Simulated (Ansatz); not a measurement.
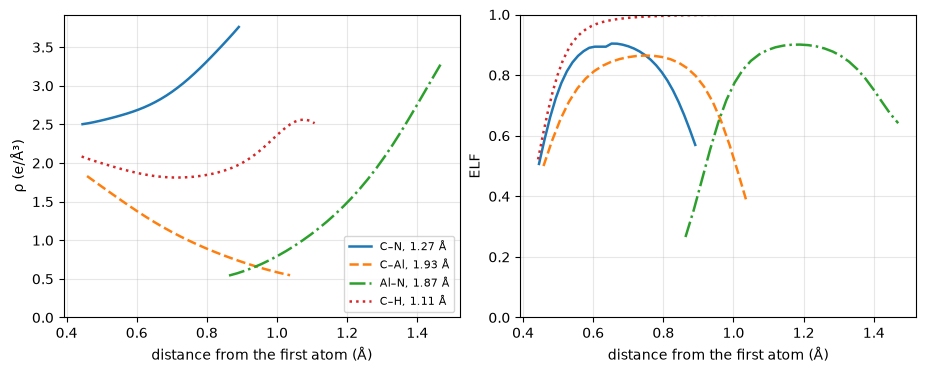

CH5Al2N. Electron density and electron localisation function along straight lines between neighbouring atoms. The curves leave out the atomic cores.

Computed with RKS B3LYP/def2-SVP in Ansatz.

```xyz
9

Al   -0.2255    1.1874   -0.9912
N     0.6096   -0.3249   -0.2853
C     0.2938   -1.4746    0.1604
Al   -1.0511   -0.4275    1.0653
H    -0.7262    0.9866   -2.4730
H     0.1585    2.5580   -0.3098
H     0.8927   -2.3875   -0.0233
H    -1.8867    0.4247   -0.0606
H    -1.0381    0.1161    2.5451
```

Q: What can be read from the curves?

A: C–N (1.27 Å): ρ is about 2.8 e/Å³ halfway; the ELF peaks at about 0.90 between the atoms; a covalent bond.
C–Al (1.93 Å): ρ is about 0.63 e/Å³ halfway; the ELF peaks at about 0.85 between the atoms, as expected for a polar covalent bond.
Al–N (1.87 Å): the density is about 0.65 e/Å³ at the midpoint; the ELF peaks at about 0.90 in the valence shell of N, 0.7 Å from its nucleus, and is about 0.55 at the midpoint.
C–H (1.11 Å): the density is about 1.9 e/Å³ at the midpoint; the ELF climbs to about 1 towards the hydrogen, as it does in any bond to H (a covalent bond by its length).
